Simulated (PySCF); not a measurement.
Consider C5H9OPSi.

Input

```
{"job": {"xc": "PBE0", "basis": "pcSseg-1", "kind": "nmr", "pop": true}, "charge": 0, "multiplicity": 1}
C     -2.110343    -0.691329     2.189574
C     -1.838340    -0.379713     1.060485
Si    -1.428241     0.053070    -0.699783
P     -2.851613    -0.973055    -2.084166
O     -0.024348    -0.589602    -1.207762
C      1.240834    -0.468236    -0.753242
C      1.614536     0.178239     0.337413
C      3.028608     0.278363     0.800863
H     -2.347044    -0.958083     3.179880
H     -1.391180     1.523211    -0.755019
H     -3.971778    -0.515797    -1.414187
H     -2.902486     0.067529    -2.995930
H      1.948974    -0.978947    -1.395058
H      0.865650     0.662884     0.947493
H      3.332721     1.322859     0.860481
H      3.129564    -0.152023     1.796505
H      3.697488    -0.244399     0.122544
```

Run with:

```sh
OMP_NUM_THREADS=1 python ens_run.py task.json out
```

Geometry: GFN2-xTB.

The calculation used PySCF, PBE0/pcSseg-1, SCF density, gas phase, non-relativistic.

> What will maps of the electron density and electron localisation function show?

C–O (1.35 Å): the density is about 2.3 e/Å³ at the midpoint, with its minimum of 1.9 e/Å³ about 0.5 Å from C; the ELF peaks at about 0.90 between the atoms, as expected for a shared but strongly polarised pair.
Si–O (1.63 Å): ρ at the midpoint is about 1.2 e/Å³; the ELF peaks at about 0.85 between the atoms: a short, strongly polar bond.
Si–P (2.24 Å): ρ at the midpoint is about 0.78 e/Å³; the ELF peaks at about 0.95 between the atoms; a shared electron pair.
C–H (1.08 Å): ρ at the midpoint is about 2 e/Å³; the ELF climbs to about 1 towards the hydrogen, as it does in any bond to H: a covalent bond by its length.

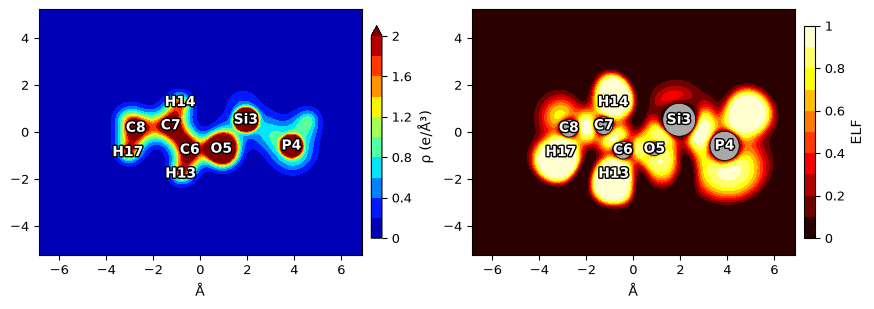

Computed electron density and electron localisation function on the plane of atoms Si3, O5 and C6, in this order. Grey discs cover the atomic cores in the ELF map. 
